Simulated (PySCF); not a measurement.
System: FH$_{5}$NOSi$_{2}$ (SMILES [NH][Si](O)(F)[SiH3]) (doublet).

The calculation's input:

```
{"job": {"kind": "epr"}, "charge": 0, "multiplicity": 2}
Si     0.055926     0.104635     0.779565
Si     0.444329    -0.410549    -1.475734
O     -1.372150    -0.517511     1.339553
F      1.237569    -0.545738     1.685973
N      0.166860     1.832555     0.876690
H      0.424663    -1.895724    -1.651603
H      1.765861     0.124199    -1.917643
H     -0.637329     0.193082    -2.312258
H     -1.324465    -1.229000     1.985585
H     -0.719743     2.318430     0.691300
```

Run with:

```sh
OMP_NUM_THREADS=1 python cluster_run.py task.json out
```

Geometry: PBE0-D3(BJ)/def2-SVP.

Computed with PySCF 2.14.0, density-fitted response routines, UKS B3LYP, IGLO-III on F N O Si, pcH-1 on H, non-relativistic, mean-field spin-orbit, GIAO.

Question: What will maps of the electron density, electron localisation function and spin density show?

Answer: Si–O (1.66 Å): ρ at the midpoint is about 1.1 e/Å³; the ELF peaks at about 0.90 between the atoms: a polar covalent bond.
Si–Si (2.35 Å): the density is about 0.64 e/Å³ at the midpoint; the ELF peaks at about 1 between the atoms, as expected for localised, covalent bonding.
The unpaired spin (1 electron) lies mostly on N5 (about 0.8) and Si1 (about 0.1), in electrons by Hirshfeld's partition.

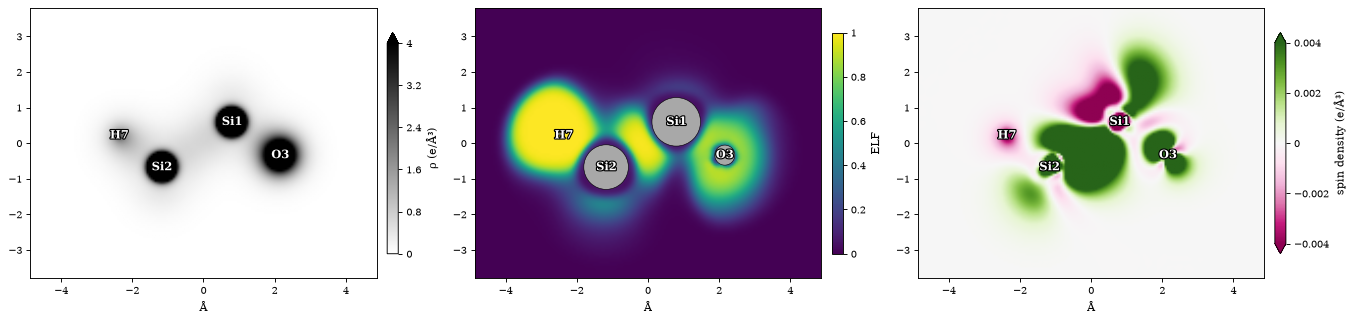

Computed electron density, electron localisation function and spin density on the plane of atoms Si1, Si2 and H7, in this order. Grey discs cover the atomic cores in the ELF map. 
